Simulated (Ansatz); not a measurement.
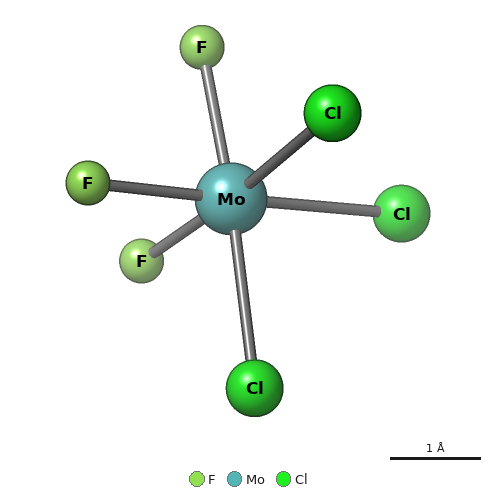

Distant atoms are faded towards the background colour. The species is neutral and a spin singlet. Computed geometry: PBE-D4/def2-SVP optimisation. No frequency run is at hand to confirm it as a minimum. Masses are those of the most abundant isotopes; constants are for the rigid equilibrium geometry.

**What kind of rotor is it, and what are its rotational constants in GHz?**

An oblate symmetric top (C3v): A = B = 1.06, C = 0.992 GHz.
